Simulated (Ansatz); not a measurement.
Run report: AlNH₅Br, nudged elastic band

AlNH₅Br, computed with RHF/def2-SVP (Ansatz 0.2.0).

It belongs to a series of runs on one base structure; here: band between the two ends. Figures and captions count atoms from 1; the log counts them from 0 in places.

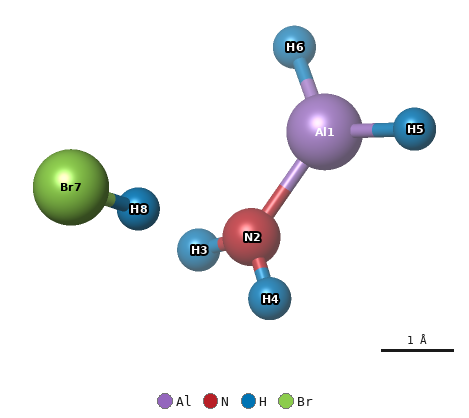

The starting structure (ball-and-stick view, seen at a tilt; atoms are numbered from 1 in the order of the input). Sticks mark near contacts. Bond lengths as drawn: Al–H 1.58 Å, Al–N 1.79 Å, Br–H 1.42 Å and H–N 1.00 Å.

Input file
```yaml
crystal:
  periodic: [false, false, false]
  atoms:
    - { symbol: Al, position_ang: [0.051737, -0.48974, 0.098826] }
    - { symbol: "N", position_ang: [0.001932, -0.065338, 1.832889] }
    - { symbol: H, position_ang: [-0.81246, -0.165315, 2.411574] }
    - { symbol: H, position_ang: [0.815084, 0.020315, 2.415691] }
    - { symbol: H, position_ang: [1.453238, -0.487602, -0.620926] }
    - { symbol: H, position_ang: [-1.310735, -0.822256, -0.618696] }
    - { symbol: Br, position_ang: [-0.431903, 3.61899, 1.8413] }
    - { symbol: H, position_ang: [-0.274694, 2.209646, 1.88204] }
basis:
  gaussian: { orbitals: def2-SVP }
hamiltonian:
  xc: hf
neb:
  order_check: false
  images: 9
  f_tol: 0.05
  max_iterations: 60
  final_atoms:
    - { symbol: Al, position_ang: [-0.06882352, 0.54163901, 0.0973959] }
    - { symbol: "N", position_ang: [-0.03261267, 0.19409598, 2.14531541] }
    - { symbol: H, position_ang: [-0.77463923, -0.42489498, 2.43494935] }
    - { symbol: H, position_ang: [0.84194769, -0.20953422, 2.44509716] }
    - { symbol: H, position_ang: [1.37391075, 0.04999034, -0.33442076] }
    - { symbol: H, position_ang: [-1.36242198, -0.26212943, -0.33801132] }
    - { symbol: Br, position_ang: [-0.33320859, 2.86201546, 0.15475836] }
    - { symbol: H, position_ang: [-0.15195345, 1.06751783, 2.63761391] }
  initial_path:
    images:
      - { positions_ang: [[0.051737, -0.48974, 0.098826], [0.001932, -0.065338, 1.832889], [-0.81246, -0.165315, 2.411574], [0.815084, 0.020315, 2.415691], [1.453238, -0.487602, -0.620926], [-1.310735, -0.822256, -0.618696], [-0.431903, 3.61899, 1.8413], [-0.274694, 2.209646, 1.88204]] }
      - { positions_ang: [[0.04229568, -0.40204877, 0.08362265], [0.00103801, -0.04213275, 1.92441254], [-0.82609836, -0.17192496, 2.49516061], [0.82652225, 0.08572364, 2.49463904], [1.43418041, -0.40678049, -0.64720394], [-1.31739433, -0.67563499, -0.64705348], [-0.41394506, 3.40181459, 1.62521665], [-0.25439959, 2.02968374, 1.91390392]] }
      - { positions_ang: [[0.03285437, -0.31435754, 0.06841931], [0.00014402, -0.0189275, 2.01593609], [-0.83973673, -0.17853491, 2.57874721], [0.8379605, 0.15113228, 2.57358709], [1.41512282, -0.32595898, -0.67348188], [-1.32405367, -0.52901399, -0.67541095], [-0.39598713, 3.18463917, 1.40913329], [-0.23410518, 1.84972147, 1.94576785]] }
      - { positions_ang: [[0.02341305, -0.22666631, 0.05321596], [-0.00074998, 0.00427775, 2.10745963], [-0.85337509, -0.18514487, 2.66233382], [0.84939875, 0.21654092, 2.65253513], [1.39606524, -0.24513747, -0.69975983], [-1.330713, -0.38239298, -0.70376843], [-0.37802919, 2.96746376, 1.19304994], [-0.21381077, 1.66975921, 1.97763177]] }
      - { positions_ang: [[0.01397173, -0.13897508, 0.03801262], [-0.00164397, 0.027483, 2.19898318], [-0.86701345, -0.19175483, 2.74592042], [0.860837, 0.28194956, 2.73148317], [1.37700765, -0.16431597, -0.72603777], [-1.33737234, -0.23577198, -0.7321259], [-0.36007125, 2.75028834, 0.97696659], [-0.19351636, 1.48979694, 2.00949569]] }
      - { positions_ang: [[0.00453041, -0.05128385, 0.02280927], [-0.00253796, 0.05068825, 2.29050672], [-0.88065182, -0.19836478, 2.82950703], [0.87227525, 0.3473582, 2.81043122], [1.35795006, -0.08349446, -0.75231571], [-1.34403167, -0.08915097, -0.76048338], [-0.34211332, 2.53311293, 0.76088323], [-0.17322195, 1.30983468, 2.04135962]] }
      - { positions_ang: [[-0.01014037, 0.06730073, 0.0377266], [-0.0085529, 0.07936979, 2.26146846], [-0.8594493, -0.24367082, 2.75059549], [0.86620974, 0.23597972, 2.7373644], [1.3611422, -0.0567975, -0.66873672], [-1.34770974, -0.12374666, -0.67598897], [-0.34033237, 2.59889343, 0.63965826], [-0.16896825, 1.26137131, 2.16061048]] }
      - { positions_ang: [[-0.02481116, 0.1858853, 0.05264392], [-0.01456784, 0.10805134, 2.2324302], [-0.83824678, -0.28897686, 2.67168396], [0.86014422, 0.12460123, 2.66429759], [1.36433434, -0.03010054, -0.58515773], [-1.3513878, -0.15834236, -0.59149456], [-0.33855143, 2.66467394, 0.51843328], [-0.16471455, 1.21290794, 2.27986133]] }
      - { positions_ang: [[-0.03948195, 0.30446987, 0.06756125], [-0.02058279, 0.13673289, 2.20339193], [-0.81704426, -0.3342829, 2.59277242], [0.85407871, 0.01322275, 2.59123078], [1.36752647, -0.00340358, -0.50157874], [-1.35506586, -0.19293805, -0.50700014], [-0.33677048, 2.73045444, 0.39720831], [-0.16046085, 1.16444457, 2.39911219]] }
      - { positions_ang: [[-0.05415273, 0.42305444, 0.08247858], [-0.02659773, 0.16541444, 2.17435367], [-0.79584174, -0.37958894, 2.51386088], [0.8480132, -0.09815573, 2.51816397], [1.37071861, 0.02329338, -0.41799975], [-1.35874392, -0.22753374, -0.42250573], [-0.33498954, 2.79623495, 0.27598333], [-0.15620715, 1.1159812, 2.51836305]] }
      - { positions_ang: [[-0.06882352, 0.54163901, 0.0973959], [-0.03261267, 0.19409598, 2.14531541], [-0.77463923, -0.42489498, 2.43494935], [0.84194769, -0.20953422, 2.44509716], [1.37391075, 0.04999034, -0.33442076], [-1.36242198, -0.26212943, -0.33801132], [-0.33320859, 2.86201546, 0.15475836], [-0.15195345, 1.06751783, 2.63761391]] }
```

Launched with:
```bash
ansatz run input.yaml --threads 1 --pin off --max-ram 2048MiB --backend cpu --events-out ev --progress --plain --runs-dir out
```

Log
```
Engine: ansatz 0.2.0, aarch64-unknown-linux-gnu
Functional definition: HF
  exchange = exact_x
  correlation = 0
926 factors; integrals over basis functions are off by at most 3.9e-4 eV
mean field evaluation 1: about -78129.2541 eV, gradient 3.2e1 eV
mean field evaluation 2: about -78129.2864 eV, gradient 3.2e1 eV
mean field evaluation 4: about -78131.7159 eV, gradient 2.5e0 eV
mean field evaluation 8: about -78131.7444 eV, gradient 1.5e-1 eV
mean field -78131.74455087 eV, -2871.2886526458 hartree, gradient 6.0e-6 eV, S^2 0.000000; 0 other end points of the search recorded, 0 dependent functions left out
the calculation of the forces begins
reference -78131.74455087 eV, -2871.2886526458 hartree; 30, 30 occupied and 59, 59 virtual orbitals, 926 factors
924 factors; integrals over basis functions are off by at most 1.1e-3 eV
mean field evaluation 16: about -78133.8186 eV, gradient 2.3e0 eV
mean field -78133.83762656 eV, -2871.3655717586 hartree, gradient 1.5e-5 eV, S^2 0.000000; 0 other end points of the search recorded, 0 dependent functions left out
[... from here on the field's lines of each further geometry are left out, up to the last ...]
NEB iter   1: max|band force component| = 4.251e0 eV/Å  barrier→ = 1.1821 eV  barrier← = 3.2752 eV  Δτ_max = 0.2000 Å  (361 SCF iters)
NEB iter   2: max|band force component| = 2.429e0 eV/Å  barrier→ = 0.2410 eV  barrier← = 2.3341 eV  Δτ_max = 0.2000 Å  (266 SCF iters)
NEB iter   3: max|band force component| = 4.274e0 eV/Å  barrier→ = 0.1903 eV  barrier← = 2.2833 eV  Δτ_max = 0.1002 Å  (263 SCF iters)
NEB iter   4: max|band force component| = 1.509e0 eV/Å  barrier→ = 0.1580 eV  barrier← = 2.2511 eV  Δτ_max = 0.2000 Å  (268 SCF iters)
NEB iter   5: max|band force component| = 8.006e-1 eV/Å  barrier→ = 0.1214 eV  barrier← = 2.2145 eV  Δτ_max = 0.2000 Å  (267 SCF iters)
NEB iter   6: max|band force component| = 6.054e-1 eV/Å  barrier→ = 0.2357 eV  barrier← = 2.3288 eV  Δτ_max = 0.1990 Å  (262 SCF iters)
NEB iter   7: max|band force component| = 2.633e0 eV/Å  barrier→ = 0.4170 eV  barrier← = 2.5100 eV  Δτ_max = 0.0985 Å  (257 SCF iters)
NEB iter   8: max|band force component| = 3.786e-1 eV/Å  barrier→ = 0.2431 eV  barrier← = 2.3362 eV  CI = image 4  Δτ_max = 0.0694 Å  (273 SCF iters)
NEB iter   9: max|band force component| = 2.550e-1 eV/Å  barrier→ = 0.2182 eV  barrier← = 2.3113 eV  CI = image 4  Δτ_max = 0.1128 Å  (273 SCF iters)
NEB iter  10: max|band force component| = 2.707e-1 eV/Å  barrier→ = 0.2121 eV  barrier← = 2.3051 eV  CI = image 4  Δτ_max = 0.0539 Å  (265 SCF iters)
NEB iter  11: max|band force component| = 2.511e-1 eV/Å  barrier→ = 0.2045 eV  barrier← = 2.2976 eV  CI = image 4  Δτ_max = 0.0562 Å  (270 SCF iters)
NEB iter  12: max|band force component| = 2.045e-1 eV/Å  barrier→ = 0.2008 eV  barrier← = 2.2939 eV  CI = image 4  Δτ_max = 0.0599 Å  (261 SCF iters)
NEB iter  13: max|band force component| = 1.603e-1 eV/Å  barrier→ = 0.1976 eV  barrier← = 2.2907 eV  CI = image 4  Δτ_max = 0.0242 Å  (258 SCF iters)
the calculation of the forces begins
reference -78133.80277574 eV, -2871.3642910147 hartree; 30, 30 occupied and 59, 59 virtual orbitals, 926 factors
926 factors; integrals over basis functions are off by at most 1.1e-3 eV
mean field -78131.54744872 eV, -2871.2814092756 hartree, gradient 1.2e-5 eV, S^2 0.000000; 1 other end points of the search recorded, 0 dependent functions left out
the calculation of the forces begins
reference -78131.54744872 eV, -2871.2814092756 hartree; 30, 30 occupied and 59, 59 virtual orbitals, 926 factors
NEB iter  14: max|band force component| = 4.673e-2 eV/Å  barrier→ = 0.1971 eV  barrier← = 2.2902 eV  CI = image 4  Δτ_max = 0.0000 Å  (527 SCF iters)
```

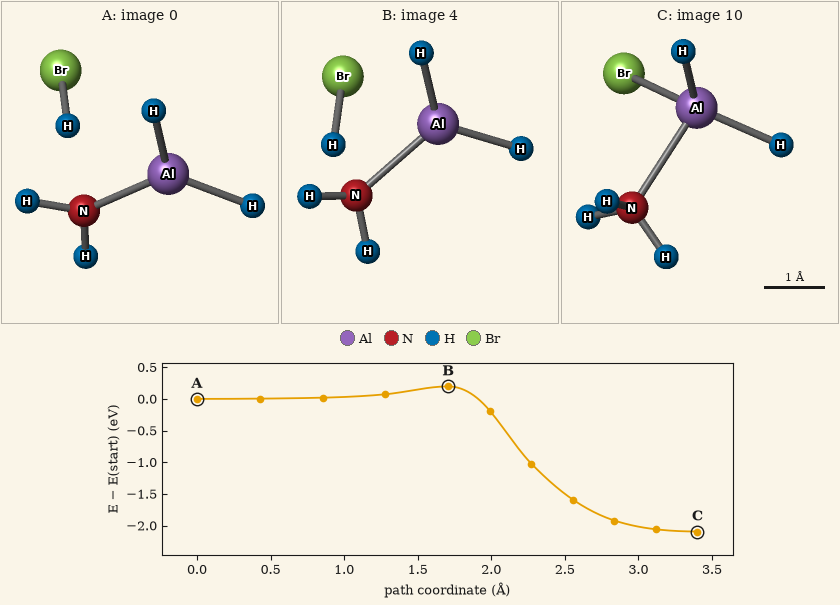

Images of the last band (counted from 0; ball-and-stick, seen at a tilt) above the energy along the path; the line is a cubic interpolation that uses the forces. The highest image is number 4, 0.197 eV above the start and 2.290 eV above the end (the climbing image); the end lies 2.093 eV below the start. The path is 3.40 Å long. The band converged in 14 iterations.

```
Total energy: -78131.54744872 eV, -2871.2814092756 hartree
Atom 0 at    -0.003012    -0.058578     0.205259 Å, force     0.007412     0.001371     0.003468 eV/Å
Atom 1 at    -0.017549     0.087723     2.045851 Å, force    -0.012174    -0.003229     0.018115 eV/Å
Atom 2 at    -0.804635    -0.243074     2.578816 Å, force    -0.000454    -0.003200    -0.004817 eV/Å
Atom 3 at     0.819489    -0.065066     2.583229 Å, force     0.008314     0.001631    -0.011834 eV/Å
Atom 4 at     1.408082    -0.077868    -0.481412 Å, force     0.003408    -0.003247    -0.001960 eV/Å
Atom 5 at    -1.372373    -0.410608    -0.476081 Å, force    -0.004343     0.003068    -0.001759 eV/Å
Atom 6 at    -0.343507     2.929780     0.970726 Å, force    -0.001133    -0.000521    -0.004290 eV/Å
Atom 7 at    -0.194294     1.656391     1.816311 Å, force    -0.001030     0.004127     0.003078 eV/Å
Dipole moment:     0.071839    -0.632442     0.429650 e Å
this run last wrote the band of iteration 14 to [file]
```

The last band as extended XYZ (Å, eV, eV/Å)
```
8
Properties=species:S:1:pos:R:3:forces:R:3 image=0 energy=-78131.74455
Al    0.0517   -0.4897    0.0988    0.0067   0.0098   0.0230
N     0.0019   -0.0653    1.8329   -0.0070  -0.0110  -0.0067
H    -0.8125   -0.1653    2.4116    0.0110  -0.0038  -0.0082
H     0.8151    0.0203    2.4157   -0.0116   0.0053  -0.0169
H     1.4532   -0.4876   -0.6209   -0.0099  -0.0035   0.0048
H    -1.3107   -0.8223   -0.6187    0.0069   0.0032   0.0041
Br   -0.4319    3.6190    1.8413    0.0001  -0.0268   0.0011
H    -0.2747    2.2096    1.8820    0.0038   0.0268  -0.0011
8
Properties=species:S:1:pos:R:3:forces:R:3 image=1 energy=-78131.74032
Al    0.0417   -0.4008    0.1365    0.0001  -0.0029  -0.0013
N     0.0095   -0.1249    1.8998    0.0004   0.0015  -0.0016
H    -0.7988   -0.2650    2.4780   -0.0004   0.0032  -0.0032
H     0.8287   -0.0782    2.4779   -0.0012   0.0038  -0.0025
H     1.4374   -0.3483   -0.5907    0.0008  -0.0076  -0.0018
H    -1.3295   -0.6614   -0.5925    0.0009  -0.0089  -0.0018
Br   -0.4323    3.5346    1.5587   -0.0004   0.0062   0.0132
H    -0.2645    2.1627    1.8751   -0.0002   0.0047  -0.0011
8
Properties=species:S:1:pos:R:3:forces:R:3 image=2 energy=-78131.72522
Al    0.0302   -0.3044    0.1820   -0.0002  -0.0230  -0.0047
N     0.0128   -0.1522    1.9628    0.0058  -0.0069  -0.0472
H    -0.7916   -0.3309    2.5355    0.0110  -0.0001   0.0143
H     0.8384   -0.1425    2.5334   -0.0134  -0.0038   0.0165
H     1.4219   -0.2090   -0.5483   -0.0014  -0.0140  -0.0023
H    -1.3474   -0.5206   -0.5491    0.0053  -0.0162  -0.0027
Br   -0.4156    3.3820    1.2732   -0.0029   0.0336   0.0235
H    -0.2565    2.0962    1.8531   -0.0043   0.0304   0.0024
8
Properties=species:S:1:pos:R:3:forces:R:3 image=3 energy=-78131.67151
Al    0.0150   -0.1939    0.2132    0.0158  -0.0799   0.0088
N     0.0050   -0.0911    2.0086   -0.0007  -0.0932  -0.0172
H    -0.7956   -0.3109    2.5732    0.0043  -0.0274   0.0053
H     0.8321   -0.1237    2.5765    0.0069  -0.0220  -0.0006
H     1.4078   -0.0930   -0.5109    0.0000  -0.0243  -0.0097
H    -1.3650   -0.4242   -0.5054    0.0037  -0.0207  -0.0105
Br   -0.3744    3.1356    1.0712   -0.0153   0.1168   0.0336
H    -0.2327    1.9199    1.8163   -0.0146   0.1506  -0.0097
8
Properties=species:S:1:pos:R:3:forces:R:3 image=4 energy=-78131.54745
Al   -0.0030   -0.0586    0.2053    0.0074   0.0014   0.0035
N    -0.0175    0.0877    2.0459   -0.0122  -0.0032   0.0181
H    -0.8046   -0.2431    2.5788   -0.0005  -0.0032  -0.0048
H     0.8195   -0.0651    2.5832    0.0083   0.0016  -0.0118
H     1.4081   -0.0779   -0.4814    0.0034  -0.0032  -0.0020
H    -1.3724   -0.4106   -0.4761   -0.0043   0.0031  -0.0018
Br   -0.3435    2.9298    0.9707   -0.0011  -0.0005  -0.0043
H    -0.1943    1.6564    1.8163   -0.0010   0.0041   0.0031
8
Properties=species:S:1:pos:R:3:forces:R:3 image=5 energy=-78131.93155
Al   -0.0117    0.0152    0.1712   -0.0847   0.8508  -0.4027
N    -0.0322    0.2038    2.0646   -0.1610   1.1081   0.2052
H    -0.8089   -0.2046    2.5705    0.0169   0.2868  -0.1310
H     0.8071   -0.0346    2.5783   -0.0569   0.2865  -0.1338
H     1.4128   -0.1007   -0.4676    0.0306  -0.0833   0.0712
H    -1.3723   -0.4246   -0.4665   -0.0117  -0.0798   0.0749
Br   -0.3343    2.9186    0.8990    0.0082  -0.1211  -0.5869
H    -0.1683    1.4457    1.8933    0.2586  -2.2478   0.9030
8
Properties=species:S:1:pos:R:3:forces:R:3 image=6 energy=-78132.76609
Al   -0.0268    0.1608    0.1263   -0.1340   1.2614  -0.3901
N    -0.0350    0.2276    2.0824   -0.0706   0.2459   0.1827
H    -0.8146   -0.1957    2.5637   -0.0432   0.1321  -0.0256
H     0.8100   -0.0236    2.5731    0.0292   0.1564  -0.0287
H     1.4105   -0.0928   -0.4584   -0.0320  -0.0176   0.1067
H    -1.3668   -0.4187   -0.4588    0.0368   0.0008   0.1114
Br   -0.3331    2.8757    0.7933    0.0375  -0.3920  -1.0552
H    -0.1520    1.2855    2.0209    0.1762  -1.3870   1.0989
8
Properties=species:S:1:pos:R:3:forces:R:3 image=7 energy=-78133.33392
Al   -0.0430    0.3149    0.0959   -0.0942   0.8491  -0.1765
N    -0.0337    0.2093    2.1011   -0.0014  -0.0728   0.1488
H    -0.8153   -0.2270    2.5621   -0.0163  -0.1224   0.0064
H     0.8180   -0.0494    2.5716    0.0445  -0.1105  -0.0016
H     1.3966   -0.0631   -0.4456   -0.0927   0.0957   0.0974
H    -1.3536   -0.3904   -0.4473    0.0704   0.1255   0.0995
Br   -0.3308    2.8032    0.6449    0.0441  -0.4239  -0.9444
H    -0.1460    1.2211    2.1599    0.0455  -0.3407   0.7704
8
Properties=species:S:1:pos:R:3:forces:R:3 image=8 energy=-78133.66423
Al   -0.0537    0.4162    0.0813   -0.0272   0.2539  -0.0362
N    -0.0331    0.2003    2.1220    0.0039   0.0026   0.0681
H    -0.8071   -0.2869    2.5450    0.0177  -0.1307  -0.0327
H     0.8243   -0.1069    2.5533    0.0119  -0.1351  -0.0402
H     1.3829   -0.0193   -0.4260   -0.0393   0.0786   0.0671
H    -1.3457   -0.3464   -0.4295    0.0194   0.0918   0.0659
Br   -0.3326    2.7773    0.4743    0.0070  -0.0824  -0.5180
H    -0.1428    1.1844    2.3222    0.0065  -0.0785   0.4259
8
Properties=species:S:1:pos:R:3:forces:R:3 image=9 energy=-78133.80278
Al   -0.0613    0.4809    0.0845   -0.0054   0.0520   0.0050
N    -0.0326    0.1984    2.1367    0.0014   0.0031   0.0181
H    -0.7948   -0.3524    2.5011    0.0071  -0.0466  -0.0373
H     0.8294   -0.1727    2.5061    0.0041  -0.0486  -0.0403
H     1.3781    0.0217   -0.3893   -0.0032   0.0230   0.0417
H    -1.3499   -0.3049   -0.3942   -0.0030   0.0249   0.0402
Br   -0.3389    2.8091    0.3089   -0.0040   0.0254  -0.1825
H    -0.1378    1.1386    2.4889    0.0030  -0.0334   0.1551
8
Properties=species:S:1:pos:R:3:forces:R:3 image=10 energy=-78133.83763
Al   -0.0688    0.5416    0.0974    0.0066  -0.0044  -0.0002
N    -0.0326    0.1941    2.1453   -0.0048   0.0071  -0.0026
H    -0.7746   -0.4249    2.4349    0.0012  -0.0048   0.0035
H     0.8419   -0.2095    2.4451    0.0013  -0.0031  -0.0004
H     1.3739    0.0500   -0.3344   -0.0052   0.0022   0.0015
H    -1.3624   -0.2621   -0.3380    0.0013   0.0028   0.0014
Br   -0.3332    2.8620    0.1548   -0.0004   0.0004  -0.0004
H    -0.1520    1.0675    2.6376    0.0001  -0.0002  -0.0029
```

Results in brief

```csv
quantity,value
outcome,converged
"barrier, forward",0.197 eV
"barrier, backward",2.290 eV
hardware,"1 thread of Arm Neoverse V1, 24 GiB of memory available, shared host"
wall time,3.5 min
peak memory,0.17 GiB
```

The order of the saddle point was not checked.
